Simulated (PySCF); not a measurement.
## Electronic structure of BF$_{5}$HP in real space

Input file:

```
{"job": {"kind": "uv", "xc": "PBE0", "basis": "def2-SVPD", "nstates": 6, "ntriplets": 2}, "charge": 0, "multiplicity": 1}
F      1.290994    -1.254195    -0.753312
P      1.073735    -0.209173     0.447521
F      1.617608     1.064596    -0.366829
B     -1.528229     0.213315    -0.078745
F     -1.170491     0.378346    -1.324388
F     -1.666192     1.253487     0.700167
F     -1.947809    -0.955584     0.327894
H      2.339441    -0.481380     1.023126
```

Run with:

```sh
OMP_NUM_THREADS=1 python probes_run.py task.json out
```

Geometry: GFN2-xTB; at this geometry the atoms fall into two loosely joined parts.

Method: PBE0/def2-SVPD, SCF density, gas phase in PySCF.

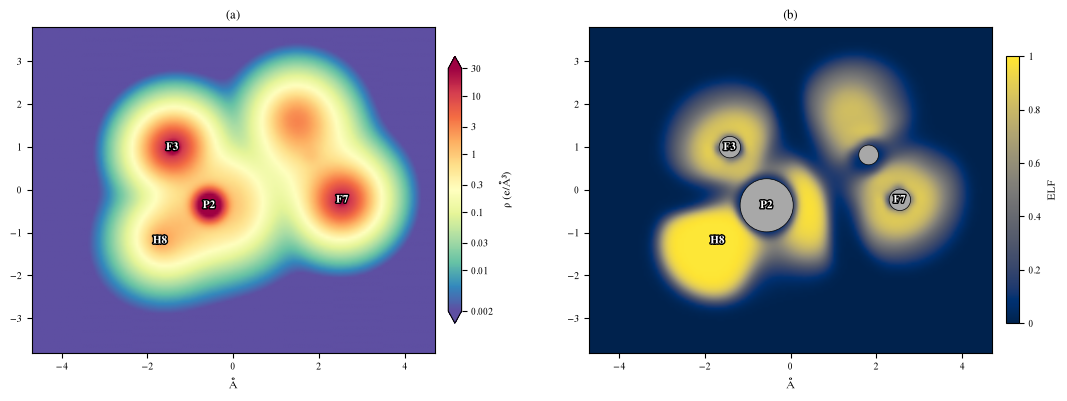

Figure 1. (a) electron density; (b) ELF on the plane of atoms F3, P2 and H8. Grey discs cover the atomic cores in the ELF map.

**Interpret the plot.**

- The section cuts through P, F and H sites.
- P–F (1.61 Å): the density is about 1.2 e/Å³ at the midpoint; the ELF peaks at about 0.80 in the valence shell of F, 0.6 Å from its nucleus, and is about 0.65 at the midpoint.
- P–H (1.42 Å): ρ is about 1.2 e/Å³ halfway; the ELF climbs to about 1 towards the hydrogen, as it does in any bond to H.
- The ELF also peaks beside F7 and F3, away from the bonds: lone-pair regions.

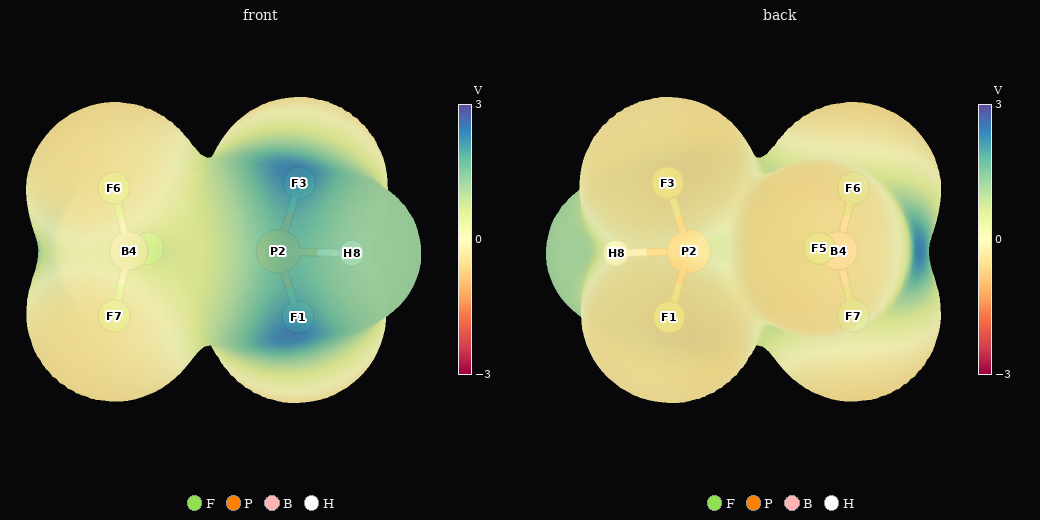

Figure 2. The electrostatic potential painted on the density surface at 0.002 e/bohr³, seen from the front and from behind; red is negative and blue positive.

**Where is the surface potential most negative and most positive?**

The most negative region (about −0.6 V) lies over F1, F3 and F5, the most positive (about +2.4 V) over P2 and B4.

**What dipole moment does the calculation give?**

Its dipole moment is 2.21 D.
